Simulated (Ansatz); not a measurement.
**SiH5F: frequency calculation**

- system: SiH5F
- method: RKS PBE0-D4/def2-TZVP (Ansatz 0.2.0)

It belongs to a series of runs on one base structure; here: vibrations at the highest image of the band. Figures and captions count atoms from 1; the log counts them from 0 in places.

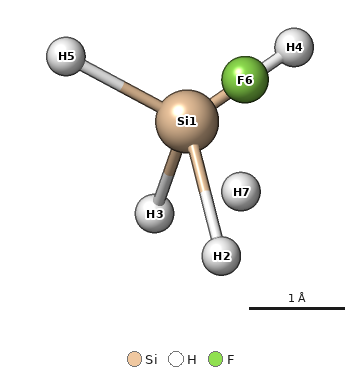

Fig. 1: The structure (ball-and-stick view, seen at an oblique angle; atoms are numbered from 1 in the order of the input). Bond lengths as drawn: H–Si 1.48 to 1.70 Å.

**The input**
```yaml
crystal:
  periodic: [false, false, false]
  atoms:
    - { symbol: Si, position_ang: [-0.180891, 0.00034, -0.034982] }
    - { symbol: H, position_ang: [0.028375, -0.001677, 1.649504] }
    - { symbol: H, position_ang: [1.316312, -0.000732, -0.036753] }
    - { symbol: H, position_ang: [-0.541237, 1.275428, -0.686906] }
    - { symbol: H, position_ang: [-0.54299, -1.272546, -0.690243] }
    - { symbol: F, position_ang: [-1.903181, 0.000225, 0.854799] }
    - { symbol: H, position_ang: [-0.942089, -0.001037, 1.584982] }
basis:
  gaussian: { orbitals: def2-TZVP }
hamiltonian:
  xc: pbe0
  dispersion: d4
phonons: {}
```

Launched with:
```bash
ansatz run input.yaml --threads 2 --pin off --max-ram 3072MiB --backend cpu --events-out ev --progress --plain --runs-dir out
```

**Log**
```
Engine: ansatz 0.2.0, aarch64-unknown-linux-gnu
Functional definition: PBE0
  parameter a = 0.25
  parameter kappa = 0.804
  parameter beta = 0.06672455060314922
  exchange = (1 - a)*pbe_x(kappa = kappa, mu = beta*pi^2/3) + a*exact_x
  correlation = pbe_c(beta = beta)
644 factors; their error is unknown
mean field evaluation 1: about -10668.2764 eV, gradient 2.9e1 eV
mean field evaluation 2: about -10665.8255 eV, gradient 5.2e1 eV
mean field evaluation 4: about -10669.5412 eV, gradient 8.0e-1 eV
mean field evaluation 8: about -10669.5903 eV, gradient 1.6e-1 eV
mean field -10669.59032148 eV, -392.1002122061 hartree, gradient 1.9e-5 eV, S^2 0.000000; 0 other end points of the search recorded, 0 dependent functions left out
the calculation of the forces begins
reference -10669.59034820 eV, -392.1002131881 hartree; 14, 14 occupied and 84, 84 virtual orbitals, 644 factors
these checks for a lower state are left out or cut short: stability, starts, cluster_reference, orbital_swaps, neighbouring_geometries, increment
644 factors; their error is unknown
mean field evaluation 16: about -10669.5428 eV, gradient 2.1e-1 eV
mean field -10669.59028216 eV, -392.1002107613 hartree, gradient 2.6e-6 eV, S^2 0.000000; 0 other end points of the search recorded, 0 dependent functions left out
[... from here on the field's lines of each further geometry are left out, up to the last ...]
the calculation of the forces begins
reference -10669.59032753 eV, -392.1002124288 hartree; 14, 14 occupied and 84, 84 virtual orbitals, 644 factors
these checks for a lower state are left out or cut short: stability, starts, cluster_reference, orbital_swaps, neighbouring_geometries, increment
644 factors; their error is unknown
mean field -10669.59028439 eV, -392.1002108433 hartree, gradient 1.3e-6 eV, S^2 0.000000; 0 other end points of the search recorded, 0 dependent functions left out
the calculation of the forces begins
reference -10669.59031111 eV, -392.1002118253 hartree; 14, 14 occupied and 84, 84 virtual orbitals, 644 factors
WARN: phonons: modes at or below zero, which the zero-point energy, F, S and C_V leave out: 1, the lowest at -1135.28 cm⁻¹. A minimum has none, and a first-order saddle one
Total energy: -10669.65167067 eV, -392.1024667475 hartree
Atom 0 at    -0.180891     0.000340    -0.034982 Å, force     0.009939    -0.000142     0.020968 eV/Å
Atom 1 at     0.028375    -0.001677     1.649504 Å, force    -0.002013     0.000107    -0.017224 eV/Å
Atom 2 at     1.316312    -0.000732    -0.036753 Å, force     0.004367     0.000028    -0.003902 eV/Å
Atom 3 at    -0.541237     1.275428    -0.686906 Å, force    -0.001304     0.000697    -0.000765 eV/Å
Atom 4 at    -0.542990    -1.272546    -0.690243 Å, force    -0.001276    -0.000669    -0.000772 eV/Å
Atom 5 at    -1.903181     0.000225     0.854799 Å, force    -0.012010     0.000117    -0.001564 eV/Å
Atom 6 at    -0.942089    -0.001037     1.584982 Å, force     0.002297    -0.000139     0.003258 eV/Å
Dipole moment:     0.218088    -0.000192     0.080661 e Å
Vibrations: -1135.28 133.38 553.56 719.73 735.73 934.24 989.20 1045.64 1137.12 1187.22 1819.12 2088.53 2160.48 2260.20 2286.57 cm⁻¹, zero-point energy 1.119002 eV
```

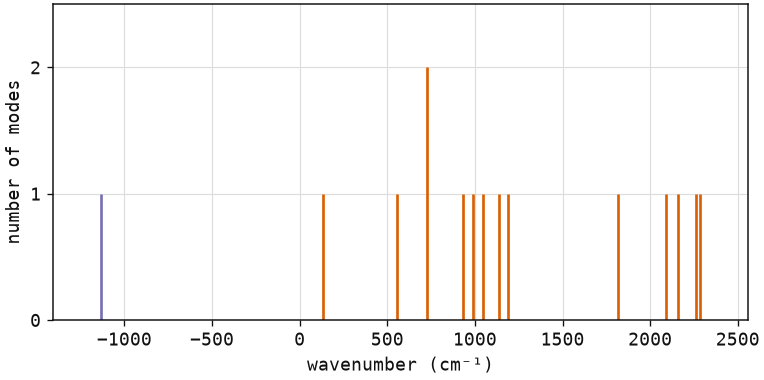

Fig. 2: Harmonic vibrational wavenumbers from the force constants; neighbouring modes closer than 16 cm⁻¹ are counted in one stick, and imaginary ones are drawn at negative wavenumbers. 15 modes from 1135i to 2287 cm⁻¹, 1 imaginary beyond 8i (1135i cm⁻¹): a first-order saddle point, if the geometry is stationary.

**Results in brief**

| quantity | value |
| --- | --- |
| outcome | converged |
| total energy | −10669.6517 eV |
| mean-field energy | −10669.5903 eV |
| largest force (length of the vector) | 0.023 eV/Å |
| hardware | 2 threads of Arm Neoverse V1, 24 GiB of memory available, shared host |
| wall time | 30 s (CPU time 57 s) |
| peak memory | 0.14 GiB |
